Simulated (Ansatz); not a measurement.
Fields on a plane of HgS (zinc blende)

```xyz
2
Lattice="0.0000 2.9381 2.9381 2.9381 0.0000 2.9381 2.9381 2.9381 0.0000" Properties=species:S:1:pos:R:3 pbc="T T T"
S      1.4690     1.4690     1.4690
Hg     0.0000     0.0000     0.0000
```

The slice is a {100} plane (indices of the conventional cell) through the point (0.250, 0.250, 0.250) (fractional), spanned by u = [100] and v = [0 1 -1] in vectors of this cell: u (4.16 Å) and v (4.16 Å, at 90° to u). It covers one period; positions are fractions (u, v).

Atoms on it: S at (0.00, 0.00).

These are PBEsol (plane waves to 420 eV, PAW, scalar-relativistic; Ansatz, a quantum-chemistry and plane-wave program) values and carry that method's errors. k mesh 10×10×10. These are valence fields of a PAW run, semicore shells included where kept as valence: close to a nucleus they are smooth pseudo fields. At this level the bands of HgS touch or barely overlap. HgS was relaxed with its symmetry unable to fall. Spin-orbit coupling is left out, though Hg is heavy.

```
|xxxx@@@@#=-:.....:-=#@@@@xxx|
|xxx%@@@%*=::.....::=*%@@@%xx|
|xx%@@@@%*=:.......:=*%@@@@%x|
|@@@@@@%#+-:.......:-+#%@@@@@|
|@@@@@@%*=-:.......:-=*%@@@@@|
|@@@@%%#+-:.........:-+#%%@@@|
|@@%%#*+=:..       ..:=+*#%%@|
|##**+=-:..         ..:-=+**#|
|====--:..           ..:--===|
|--::::..             ..::::-|
|:::....               ....::|
|.......               ......|
|.......               ......|
|.......               ......|
|.......               ......|
|.......               ......|
|:::....               ....::|
|--::::..             ..::::-|
|====--:..           ..:--===|
|##**+=-:..         ..:-=+**#|
|@@%%#*+=:..       ..:=+*#%%@|
|@@@@%%#+-:.........:-+#%%@@@|
|@@@@@@%*=-:.......:-=*%@@@@@|
|@@@@@@%#+-:.......:-+#%@@@@@|
|xx%@@@@%*=:.......:=*%@@@@%x|
|xxx%@@@%*=::.....::=*%@@@%xx|
|xxxx@@@@#=-:.....:-=#@@@@xxx|
|xxxx@@@@#=-:.....:-=#@@@@xxx|
```
Scale: ten equal steps from 0.01 (start of ' ') to 0.84 (end of '@'), in the order ' .:-=+*#%@'. Values: electron localisation function (ELF). The map has 28 points along u (one character each, u = 0 at the left) and 28 along v (v = 0 in the bottom row). Points within 0.5 Å of a nucleus are blanked (x), as the pseudised field means little there.

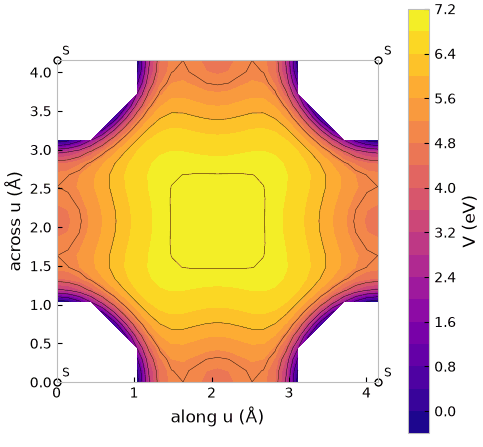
Figure: Electrostatic potential energy of an electron, from the cell's mean, in eV, one period of the plane, atoms marked. Points within 1 Å of a nucleus are left white, as the pseudised field means little there. The zero, the cell's mean, hangs on the PAW cores.
